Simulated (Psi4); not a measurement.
Approach curve of the dimer H8Ge3 ··· HF (SMILES [GeH3][GeH2][GeH3] and F), singlet. Monomers: optimised at B3LYP-D3(BJ) (def2-TZVP), held rigid. Orientation: a higher rigid-body minimum at GFN2-xTB. R is the distance of the centres of mass, along which the second monomer moves.

Geometry at R = 2.74 Å (first 11 atoms: monomer A):
```
13

Ge     1.9078     0.7317    -0.0091
Ge     0.1805    -0.9857    -0.1186
Ge    -2.0409    -0.0041     0.0965
H      3.3132     0.1196    -0.1488
H      1.7025     1.7551    -1.1406
H      1.8260     1.4734     1.3373
H      0.4021    -2.0130     1.0101
H      0.2847    -1.7383    -1.4606
H     -2.2805     1.0067    -1.0395
H     -2.1589     0.7381     1.4399
H     -3.1365    -1.0836     0.0333
F     -0.1696     0.5376    -2.6239
H     -0.1859     0.6136    -3.5451
```

Calculation: SAPT0/jun-cc-pVDZ, frozen core (Psi4).

Components in kJ/mol:

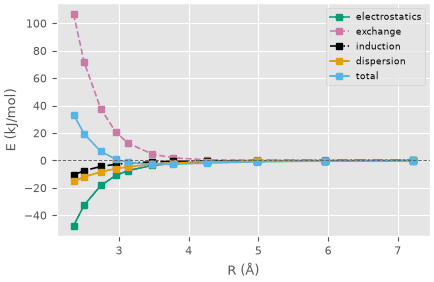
Figure: Components of the interaction energy.

```csv
R / Å,electrostatics,exchange,induction,dispersion,total
2.35,-47.58,106.76,-10.61,-15.25,33.32
2.50,-32.75,71.80,-7.51,-12.08,19.46
2.74,-18.23,37.53,-4.41,-8.34,6.54
2.96,-10.87,20.39,-2.78,-5.97,0.77
3.13,-7.43,12.60,-1.98,-4.63,-1.43
3.48,-3.63,4.57,-1.04,-2.78,-2.88
3.78,-2.14,1.87,-0.63,-1.83,-2.73
4.27,-1.07,0.42,-0.32,-0.96,-1.93
4.98,-0.51,0.04,-0.14,-0.41,-1.02
5.95,-0.24,0.00,-0.06,-0.15,-0.45
7.22,-0.11,0.00,-0.02,-0.05,-0.19
```
